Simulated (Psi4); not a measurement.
# OMP2/def2-SVP (density fitting for correlation) run of SiH2O2F2 (SMILES O[Si](O)(F)F)

What is the vertical singlet–triplet gap of SiH2O2F2 at OMP2/def2-SVP (density fitting for correlation)? 

The calculation is run with Psi4 1.11.

**1. The structure to begin with**

SiH2O2F2 has 7 atoms, charge 0, and is taken as a singlet. As SMILES, `O[Si](O)(F)F`. Geometry: relaxed at PBE0-D4/def2-TZVP. This is one conformer, not always the lowest.

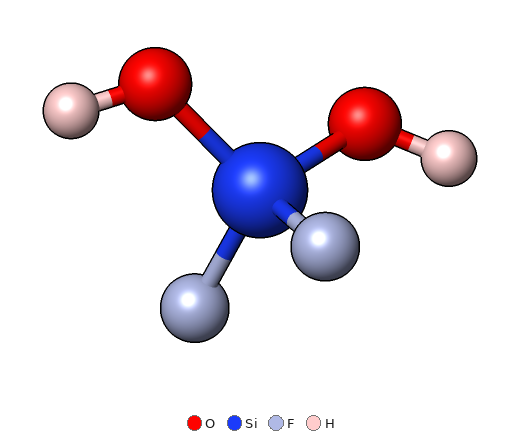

The structure, seen from a chosen angle (oxygen red, silicon blue, fluorine light blue, hydrogen pink).

**2. The energy at OMP2/def2-SVP (density fitting for correlation)**

run.py

```python
import numpy as np
from ase.calculators.psi4 import Psi4
from ase import Atoms

atoms = Atoms(['O', 'Si', 'O', 'F', 'F', 'H', 'H'], positions=[
    [-1.123000, 0.443800, 0.890500],
    [-0.011100, -0.018100, -0.177300],
    [1.321200, -0.386600, 0.646700],
    [-0.483500, -1.262700, -1.033600],
    [0.238000, 1.131800, -1.236100],
    [-1.829300, 1.022300, 0.602200],
    [1.948900, -0.998500, 0.262000],
])
calc = Psi4(atoms=atoms, method='omp2', basis='def2-SVP', memory='2200MB', num_threads=1, charge=0, multiplicity=1, label='calc')
calc.psi4.set_options({'puream': True, 'e_convergence': 1e-09, 'd_convergence': 1e-08, 'scf_type': 'pk', 'num_frozen_docc': 9})
atoms.calc = calc

print(f'energy: {atoms.get_potential_energy():.6f} eV')
```

Launch:

```bash
$ python run.py
```

calc.dat:

```text
=> Loading Basis Set <=

    Name: DEF2-SVP
    Role: ORBITAL
    Keyword: BASIS

         ---------------------------------------------------------
                                   SCF
                              RHF Reference
                        1 Threads,   2098 MiB Core
         ---------------------------------------------------------

  ==> Geometry <==

    Molecular point group: c1
    Full point group: C1

    Geometry (in Angstrom), charge = 0, multiplicity = 1:

       Center              X                  Y                   Z               Mass
    ------------   -----------------  -----------------  -----------------  -----------------
         O           -1.106157259663     0.464348051418     1.116773433221    15.994914619570
         SI           0.005742740337     0.002448051418     0.048973433221    27.976926534650
         O            1.338042740337    -0.366051948582     0.872973433221    15.994914619570
         F           -0.466657259663    -1.242151948582    -0.807326566779    18.998403162730
         F            0.254842740337     1.152348051418    -1.009826566779    18.998403162730
         H           -1.812457259663     1.042848051418     0.828473433221     1.007825032230
         H            1.965742740337    -0.977951948582     0.488273433221     1.007825032230

  Running in c1 symmetry.

  Rotational constants: A =      0.13719  B =      0.13704  C =      0.12982 [cm^-1]
  Rotational constants: A =   4112.90186  B =   4108.47934  C =   3891.76189 [MHz]
  Nuclear repulsion =  270.470000707396764

  Charge       = 0
  Multiplicity = 1
  Electrons    = 50
  Nalpha       = 25
  Nbeta        = 25

  ==> Algorithm <==

  SCF Algorithm Type is PK.
  DIIS enabled.
  MOM disabled.
  Fractional occupation disabled.
  Guess Type is SAD.
  Energy threshold   = 1.00e-09
  Density threshold  = 1.00e-08
  Integral threshold = 1.00e-12

  ==> Primary Basis <==

  Basis Set: DEF2-SVP
    Blend: DEF2-SVP
    Number of shells: 38
    Number of basis functions: 84
    Number of Cartesian functions: 89
    Spherical Harmonics?: true
    Max angular momentum: 2

  ==> Integral Setup <==

  Using in-core PK algorithm.
   Calculation information:
      Number of atoms:                   7
      Number of AO shells:              38
      Number of primitives:             76
      Number of atomic orbitals:        89
      Number of basis functions:        84

      Integral cutoff                 1.00e-12
      Number of threads:                 1

  Performing in-core PK
  Using 12748470 doubles for integral storage.
  We computed 247857 shell quartets total.
  Whereas there are 274911 unique shell quartets.

  ==> DiskJK: Disk-Based J/K Matrices <==

    J tasked:                  Yes
    K tasked:                  Yes
    wK tasked:                  No
    Memory [MiB]:             1573
    Schwarz Cutoff:          1E-12

  Minimum eigenvalue in the overlap matrix is 2.6034723905E-02.
  Reciprocal condition number of the overlap matrix is 6.4365535998E-03.
    Using symmetric orthogonalization.

  ==> Pre-Iterations <==

  SCF Guess: Superposition of Atomic Densities via on-the-fly atomic UHF (no occupation information).

   -------------------------
    Irrep   Nso     Nmo
   -------------------------
     A         84      84
   -------------------------
    Total      84      84
   -------------------------

  ==> Iterations <==

                        Total Energy        Delta E     RMS |[F,P]|

   @RHF iter SAD:  -637.44988160034040   -6.37450e+02   0.00000e+00
   @RHF iter   1:  -638.40603087835711   -9.56149e-01   7.64758e-03 ADIIS/DIIS
   @RHF iter   2:  -638.51755491182121   -1.11524e-01   4.38391e-03 ADIIS/DIIS
   @RHF iter   3:  -638.56282452342987   -4.52696e-02   3.89058e-04 ADIIS/DIIS
   @RHF iter   4:  -638.56348841033116   -6.63887e-04   8.93432e-05 DIIS
   @RHF iter   5:  -638.56351960487495   -3.11945e-05   3.20733e-05 DIIS
   @RHF iter   6:  -638.56352361388520   -4.00901e-06   8.71933e-06 DIIS
   @RHF iter   7:  -638.56352406221436   -4.48329e-07   1.25346e-06 DIIS
   @RHF iter   8:  -638.56352407601923   -1.38049e-08   2.61192e-07 DIIS
   @RHF iter   9:  -638.56352407654617   -5.26938e-10   6.74465e-08 DIIS
   @RHF iter  10:  -638.56352407658619   -4.00178e-11   1.48387e-08 DIIS
   @RHF iter  11:  -638.56352407658778   -1.59162e-12   3.13515e-09 DIIS
  Energy and wave function converged.

  ==> Post-Iterations <==

    Orbital Energies [Eh]
    ---------------------

    Doubly Occupied:

       1A    -68.888323     2A    -26.296547     3A    -26.296505
       4A    -20.580499     5A    -20.580484     6A     -6.242369
       7A     -4.355882     8A     -4.355846     9A     -4.355026
      10A     -1.595757    11A     -1.571951    12A     -1.368455
      13A     -1.346646    14A     -0.823819    15A     -0.760803
      16A     -0.736446    17A     -0.722772    18A     -0.693056
      19A     -0.688337    20A     -0.674143    21A     -0.653392
      22A     -0.585534    23A     -0.574476    24A     -0.552567
      25A     -0.544453

    Virtual:

      26A      0.149693    27A      0.188201    28A      0.254335
      29A      0.287750    30A      0.311414    31A      0.319158
      32A      0.472621    33A      0.568589    34A      0.582240
      35A      0.615085    36A      0.694023    37A      0.762158
      38A      0.849895    39A      0.938043    40A      1.048138
      41A      1.056836    42A      1.063917    43A      1.215443
      44A      1.281373    45A      1.289133    46A      1.294197
      47A      1.342431    48A      1.439931    49A      1.443722
      50A      1.489365    51A      1.521705    52A      1.522963
      53A      1.554036    54A      1.652884    55A      1.690382
      56A      1.706808    57A      1.730685    58A      1.777593
      59A      1.888017    60A      1.956845    61A      1.990738
      62A      2.125765    63A      2.540388    64A      2.545862
      65A      3.010065    66A      3.054296    67A      3.156089
      68A      3.247239    69A      3.292281    70A      3.300624
      71A      3.407810    72A      3.420649    73A      3.424555
      74A      3.451478    75A      3.456411    76A      3.481202
      77A      3.547539    78A      3.634273    79A      3.640485
      80A      3.701535    81A      3.942908    82A      4.008015
      83A      4.057270    84A      4.085915

    Final Occupation by Irrep:
              A
    DOCC [    25 ]
    NA   [    25 ]
    NB   [    25 ]

  @RHF Final Energy:  -638.56352407658778

   => Energetics <=

    Nuclear Repulsion Energy =            270.4700007073967640
    One-Electron Energy =               -1426.3788747297830923
    Two-Electron Energy =                 517.3453499457984890
    Total Energy =                       -638.5635240765877825

Computation Completed

Properties will be evaluated at   0.000000,   0.000000,   0.000000 [a0]

Properties computed using the SCF density matrix

 Multipole Moments:

 ------------------------------------------------------------------------------------
     Multipole            Electronic (a.u.)      Nuclear  (a.u.)        Total (a.u.)
 ------------------------------------------------------------------------------------

 L = 1.  Multiply by 2.5417464519 to convert [e a0] to [Debye]
 Dipole X            :         -0.3619379            0.3447560           -0.0171819
 Dipole Y            :         -0.1533867            0.1460807           -0.0073060
 Dipole Z            :         -3.1074414            2.9592576           -0.1481838
 Magnitude           :                                                    0.1493554

 ------------------------------------------------------------------------------------

	total time  =          2 seconds =       0.03 minutes
  Constructing Basis Sets for DFOCC...

   => Loading Basis Set <=

    Name: (DEF2-SVP AUX)
    Role: JKFIT
    Keyword: DF_BASIS_SCF

   => Loading Basis Set <=

    Name: (DEF2-SVP AUX)
    Role: RIFIT
    Keyword: DF_BASIS_CC

  Module DFOCC Options:
  ----------------------------------------------------------------------------
  ACTIVE                        => (empty)
  BASIS_RELATIVISTIC            => (empty)
  BENCH                         => (empty)
  CC_DIIS_MAX_VECS              => (empty)
  CC_DIIS_MIN_VECS              => (empty)
  CC_LAMBDA                     => (empty)
  CC_MAXITER                    => (empty)
  CC_TYPE                       => (empty)
  CHOLESKY                      => FALSE           !
  CHOLESKY_TOLERANCE            => (empty)
  CI_TYPE                       => (empty)
  COMPUT_S2                     => (empty)
  CUBEPROP_BASIS_FUNCTIONS      => (empty)
  CUBEPROP_FILEPATH             => (empty)
  CUBEPROP_ISOCONTOUR_THRESHOLD => (empty)
  CUBEPROP_ORBITALS             => (empty)
  CUBEPROP_TASKS                => (empty)
  CUBIC_BASIS_TOLERANCE         => (empty)
  CUBIC_BLOCK_MAX_POINTS        => (empty)
  CUBIC_GRID_OVERAGE            => (empty)
  CUBIC_GRID_SPACING            => (empty)
  CUTOFF                        => (empty)
  DDX                           => (empty)
  DEBUG                         => (empty)
  DERTYPE                       => (empty)
  DF_BASIS_CC                   => (empty)
  DIE_IF_NOT_CONVERGED          => (empty)
  DKH_ORDER                     => (empty)
  DOCC                          => (empty)
  DO_DIIS                       => (empty)
  DO_LEVEL_SHIFT                => (empty)
  DO_SCS                        => FALSE           !
  DO_SOS                        => FALSE           !
  E3_SCALE                      => (empty)
  EKT_IP                        => (empty)
  EXTERNAL_POTENTIAL_SYMMETRY   => (empty)
  E_CONVERGENCE                 => 1e-09           !
  FREEZE_CORE                   => (empty)
  FREEZE_CORE_POLICY            => (empty)
  FROZEN_DOCC                   => (empty)
  FROZEN_UOCC                   => (empty)
  HESS_TYPE                     => (empty)
  INTEGRAL_CUTOFF               => (empty)
  INTEGRAL_PACKAGE              => (empty)
  LEVEL_SHIFT                   => (empty)
  LINEQ_SOLVER                  => (empty)
  LITERAL_CFOUR                 => (empty)
  LS_THC_BASIS_TOLERANCE        => (empty)
  LS_THC_DF                     => (empty)
  LS_THC_PRUNING_SCHEME         => (empty)
  LS_THC_RADIAL_POINTS          => (empty)
  LS_THC_SPHERICAL_POINTS       => (empty)
  LS_THC_S_EPSILON              => (empty)
  LS_THC_WEIGHTS_TOLERANCE      => (empty)
  MAT_NUM_COLUMN_PRINT          => (empty)
  MAX_MOGRAD_CONVERGENCE        => (empty)
  MAX_RADIAL_MOMENT             => (empty)
  MBIS_D_CONVERGENCE            => (empty)
  MBIS_MAXITER                  => (empty)
  MBIS_PRUNING_SCHEME           => (empty)
  MBIS_RADIAL_POINTS            => (empty)
  MBIS_SPHERICAL_POINTS         => (empty)
  MOLDEN_WITH_VIRTUAL           => (empty)
  MOLDEN_WRITE                  => (empty)
  MO_DIIS_NUM_VECS              => (empty)
  MO_MAXITER                    => (empty)
  MO_STEP_MAX                   => (empty)
  MP2_AMP_TYPE                  => (empty)
  MP2_OS_SCALE                  => (empty)
  MP2_SOS_SCALE                 => (empty)
  MP2_SOS_SCALE2                => (empty)
  MP2_SS_SCALE                  => (empty)
  MP2_TYPE                      => (empty)
  MP_TYPE                       => (empty)
  NAT_ORBS                      => FALSE           !
  NUM_FROZEN_DOCC               => 9               !
  NUM_FROZEN_UOCC               => (empty)
  NUM_GPUS                      => (empty)
  OCC_ORBS_PRINT                => (empty)
  OEPROP                        => (empty)
  OO_SCALE                      => (empty)
  OPT_METHOD                    => (empty)
  ORBITAL_OPTIMIZER_PACKAGE     => (empty)
  ORB_OPT                       => TRUE            !
  ORB_RESP_SOLVER               => (empty)
  ORTH_TYPE                     => (empty)
  PARENT_SYMMETRY               => (empty)
  PCG_BETA_TYPE                 => (empty)
  PCG_CONVERGENCE               => (empty)
  PCG_MAXITER                   => (empty)
  PCM                           => (empty)
  PE                            => (empty)
  PPL_TYPE                      => (empty)
  PRINT                         => (empty)
  PRINT_NOONS                   => (empty)
  PROPERTIES                    => (empty)
  PROPERTIES_ORIGIN             => (empty)
  PUREAM                        => TRUE            !
  QCHF                          => (empty)
  QC_MODULE                     => (empty)
  RAS1                          => (empty)
  RAS2                          => (empty)
  RAS3                          => (empty)
  RAS4                          => (empty)
  READ_SCF_3INDEX               => (empty)
  REGULARIZATION                => (empty)
  REG_PARAM                     => (empty)
  RELATIVISTIC                  => (empty)
  REMP_A                        => (empty)
  RESTRICTED_DOCC               => (empty)
  RESTRICTED_UOCC               => (empty)
  RMS_MOGRAD_CONVERGENCE        => (empty)
  R_CONVERGENCE                 => (empty)
  SCF_TYPE                      => PK              !
  SCREENING                     => (empty)
  SCS_TYPE                      => (empty)
  SOCC                          => (empty)
  SOS_TYPE                      => (empty)
  TRIPLES_IABC_TYPE             => (empty)
  WFN                           => (empty)
  WFN_TYPE                      => DF-OMP2         !
  WRITER_FILE_LABEL             => (empty)
  ZORA_BASIS_TOLERANCE          => (empty)
  ZORA_NR_DEBUG                 => (empty)
  ZORA_PRUNING_SCHEME           => (empty)
  ZORA_RADIAL_POINTS            => (empty)
  ZORA_SPHERICAL_POINTS         => (empty)

	Warning: cc_lambda option is changed to TRUE
	For this residual convergence, default PCG convergence is:     1.00e-07
	For this energy convergence, default RMS orbital gradient is:     3.16e-07
	For this energy convergence, default MAX orbital gradient is:     2.00e-06

 ==============================================================================
 ==============================================================================
 ==============================================================================

                      DF-OMP2 (DF-OO-MP2)

 ==============================================================================
 ==============================================================================
 ==============================================================================

	MO Hessian type is changed to 'HF'
	MO spaces...

	 FC   OCC   VIR   FV
	----------------------
	  9   16    59    0
	Number of basis functions in the DF-HF basis: 472
	Number of basis functions in the DF-CC basis: 282

	Minimum required memory for amplitudes:     20.40 MB

	Computing DF-MP2 energy using SCF MOs (Canonical DF-MP2)...
	=======================================================================
	Nuclear Repulsion Energy (a.u.)    :   270.47000070739676
	DF-HF Energy (a.u.)                :  -638.56352407658778
	REF Energy (a.u.)                  :  -638.56352407658778
	DF-MP2 Correlation Energy (a.u.)   :    -0.82773140660312
	DF-MP2 Total Energy (a.u.)         :  -639.39125548319089
	=======================================================================

	Number of independent-pairs: 1619

 ==============================================================================
 ================ Performing DF-OMP2 iterations... ============================
 ==============================================================================
	            Minimizing DF-MP2-L Functional
	            ------------------------------
 Iter       E_total           DE           RMS MO Grad      MAX MO Grad      RMS T2
 ----    ---------------    ----------     -----------      -----------     ----------
	successfully fired up coupled DIIS...
   1     -639.3987011511     -7.43e-03       3.54e-04         3.23e-03        1.62e-05
   2     -639.3988113317     -1.10e-04       9.66e-05         1.15e-03        2.10e-06
   3     -639.3988216763     -1.03e-05       6.63e-05         7.60e-04        8.82e-08
   4     -639.3988308401     -9.16e-06       4.29e-05         5.78e-04        1.06e-07
   5     -639.3988365371     -5.70e-06       2.77e-05         3.97e-04        2.43e-08
   6     -639.3988393644     -2.83e-06       1.73e-05         2.61e-04        3.68e-08
   7     -639.3988407700     -1.41e-06       1.01e-05         1.52e-04        8.43e-09
   8     -639.3988410975     -3.27e-07       6.88e-06         1.05e-04        1.39e-08
   9     -639.3988412937     -1.96e-07       4.52e-06         7.61e-05        3.23e-09
  10     -639.3988413534     -5.96e-08       3.69e-06         7.19e-05        6.15e-09
  11     -639.3988414232     -6.98e-08       2.77e-06         6.34e-05        1.43e-09
  12     -639.3988414483     -2.51e-08       2.39e-06         5.80e-05        1.54e-09
  13     -639.3988414756     -2.73e-08       2.02e-06         4.98e-05        2.16e-09
  14     -639.3988414949     -1.93e-08       1.70e-06         4.21e-05        4.68e-09
  15     -639.3988415115     -1.66e-08       1.40e-06         3.36e-05        8.96e-10
  16     -639.3988415224     -1.08e-08       1.13e-06         2.64e-05        7.43e-10
  17     -639.3988415337     -1.14e-08       7.03e-07         1.47e-05        1.44e-09
  18     -639.3988415362     -2.46e-09       5.43e-07         1.07e-05        1.49e-09
  19     -639.3988415374     -1.19e-09       4.36e-07         8.61e-06        6.42e-10
  20     -639.3988415384     -9.85e-10       3.18e-07         6.65e-06        6.17e-10
  21     -639.3988415389     -5.13e-10       2.38e-07         5.12e-06        2.71e-10
  22     -639.3988415392     -2.78e-10       1.83e-07         3.74e-06        1.23e-10
  23     -639.3988415393     -1.65e-10       1.48e-07         2.44e-06        1.33e-10
  24     -639.3988415394     -9.95e-11       1.20e-07         2.20e-06        2.35e-10
  25     -639.3988415395     -6.67e-11       1.01e-07         1.86e-06        1.62e-10
  26     -639.3988415395     -5.43e-11       8.31e-08         1.44e-06        2.11e-10
  27     -639.3988415396     -3.09e-11       7.04e-08         1.26e-06        5.99e-11
  28     -639.3988415396     -2.67e-11       5.69e-08         1.05e-06        1.07e-10
  29     -639.3988415396     -2.59e-11       3.81e-08         6.78e-07        3.01e-11
  30     -639.3988415396     -1.01e-11       2.48e-08         4.16e-07        9.17e-11
  31     -639.3988415396     -2.27e-12       1.84e-08         3.24e-07        4.66e-11

 ==============================================================================
 ======================== DF-OMP2 ITERATIONS ARE CONVERGED ====================
 ==============================================================================

	Computing MP2 energy using optimized MOs...
	=======================================================================
	Nuclear Repulsion Energy (a.u.)    :   270.47000070739676
	DF-HF Energy (a.u.)                :  -638.56352407658778
	REF Energy (a.u.)                  :  -638.55456589923392
	DF-MP2 Correlation Energy (a.u.)   :    -0.83531746305243
	DF-MP2 Total Energy (a.u.)         :  -639.39884153964022
	=======================================================================

	=======================================================================
	================ DF-OMP2 FINAL RESULTS ================================
	=======================================================================
	Nuclear Repulsion Energy (a.u.)    :   270.47000070739676
	DF-HF Energy (a.u.)                :  -638.56352407658778
	REF Energy (a.u.)                  :  -638.55456589923392
	DF-OMP2 Correlation Energy (a.u.)  :    -0.83531746305596
	Edfomp2 - Eref (a.u.)              :    -0.84427564040982
	DF-OMP2 Total Energy (a.u.)        :  -639.39884153964374
	=======================================================================

	total time  =         26 seconds =       0.43 minutes
```

The script printed:

```text
energy: -17398.928701 eV
```

Wall time 32 s (1 thread of Intel Xeon Platinum 8259CL at 2.50GHz (Skylake/Cascade Lake), shared host); peak memory 0.29 GiB.

(Part 1 of 2 ends here.)
